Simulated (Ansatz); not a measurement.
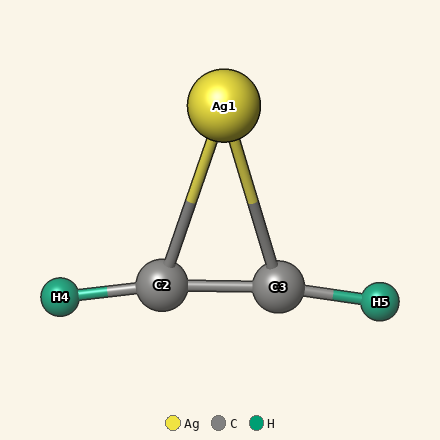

The system is C₂H₂Ag, charge +1; the picture shows the reference structure. The turn is about an axis along (0.95, −0.32, −0.03) in the frame of the relaxed pair, normal to the line between the partners. Coordinates scanned: (1) distance C3···Ag1; (2) turn of Ag1 about C3. The scan uses a 15 × 15 grid. At 52 points there is no value (left out of the scan, as a rule where atoms come close). Points are written as (first, second). All energies are given in eV relative to the lowest grid point. Theory: RKS PBE0-D4/def2-SVPD (Ansatz 0.2.0).

Its coordinates:

| atom | x (Å) | y (Å) | z (Å) |
| --- | --- | --- | --- |
| Ag | 0.3013 | 1.0604 | -1.5135 |
| C | 0.1051 | 0.2486 | 0.6716 |
| C | -0.2291 | -0.6848 | -0.0490 |
| H | 0.3703 | 0.9697 | 1.4349 |
| H | -0.5477 | -1.5938 | -0.5440 |

Range: distance C3···Ag1 from 1.965 to 3.965 Å; turn of Ag1 about C3 from −90.0 to 90.0°.

### Predict the map.

The lowest grid point is at (2.311 Å, 0.0°). No other kind of well shows on this grid. The highest grid point, (2.723 Å, 51.4°), lies 5.66 eV above the lowest. Round the minimum the two coordinates are nearly uncoupled.

```csv
"turn of Ag1 about C3 ↓, distance C3···Ag1 →",1.965,2.015,2.096,2.196,2.311,2.438,2.576,2.723,2.879,3.042,3.214,3.392,3.577,3.768,3.965
90.0,–,–,–,–,–,–,–,–,–,–,–,–,2.77,2.00,1.70
77.1,–,–,–,–,–,–,–,–,–,–,–,–,3.75,2.40,1.86
64.3,–,–,–,–,–,–,–,–,–,–,–,3.38,2.22,1.72,1.53
51.4,–,–,–,–,–,–,–,5.66,3.50,2.24,1.56,1.26,1.16,1.16,1.21
38.6,–,–,–,–,–,3.82,2.30,1.40,0.93,0.73,0.70,0.75,0.85,0.96,1.07
25.7,–,–,3.82,2.53,1.55,0.91,0.54,0.37,0.35,0.41,0.51,0.64,0.78,0.91,1.02
12.9,1.83,1.41,0.91,0.50,0.24,0.12,0.10,0.15,0.26,0.38,0.53,0.67,0.81,0.93,1.04
0.0,0.62,0.42,0.20,0.06,0.00,0.02,0.09,0.20,0.33,0.47,0.62,0.75,0.88,0.98,1.08
−12.9,0.44,0.31,0.17,0.09,0.08,0.13,0.21,0.33,0.46,0.59,0.73,0.85,0.96,1.05,1.14
−25.7,0.58,0.46,0.33,0.26,0.25,0.30,0.38,0.48,0.61,0.73,0.84,0.95,1.05,1.13,1.20
−38.6,0.83,0.70,0.56,0.48,0.46,0.49,0.56,0.65,0.76,0.87,0.97,1.06,1.14,1.21,1.27
−51.4,1.23,1.07,0.89,0.76,0.71,0.72,0.76,0.84,0.92,1.01,1.10,1.17,1.24,1.30,1.35
−64.3,2.00,1.74,1.44,1.20,1.06,1.00,1.01,1.04,1.10,1.16,1.23,1.29,1.34,1.39,1.42
−77.1,3.81,3.26,2.58,2.03,1.65,1.42,1.31,1.28,1.29,1.32,1.37,1.41,1.45,1.48,1.50
−90.0,–,–,–,3.58,2.65,2.06,1.72,1.56,1.49,1.47,1.49,1.51,1.54,1.55,1.57
```

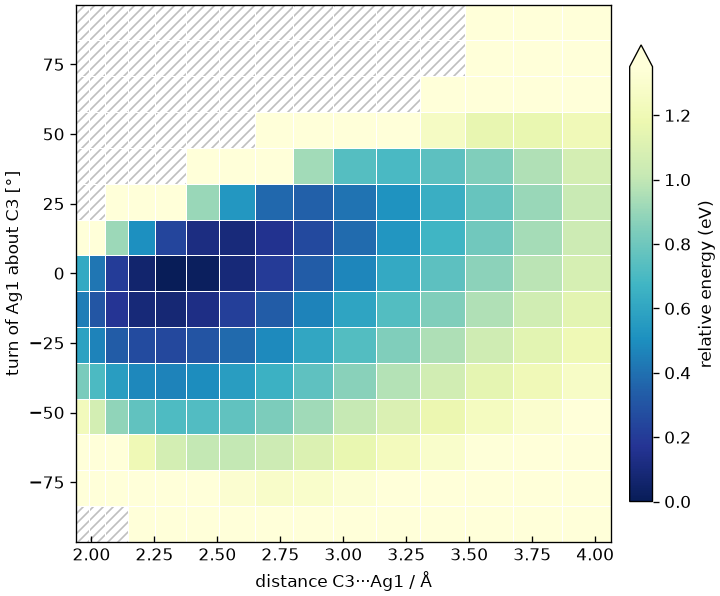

The picture shows one coloured cell a grid point, one colour for all values above the top of the scale, hatched blanks where no value was computed.

Each point was launched as `ansatz run input.yaml --threads 1 --pin off --max-ram 2560MiB --backend cpu --events-out ev --progress --plain --runs-dir out`. Time for the 173 points that were run: 8.9 min on 1 thread of Arm Neoverse V2, on a shared host.
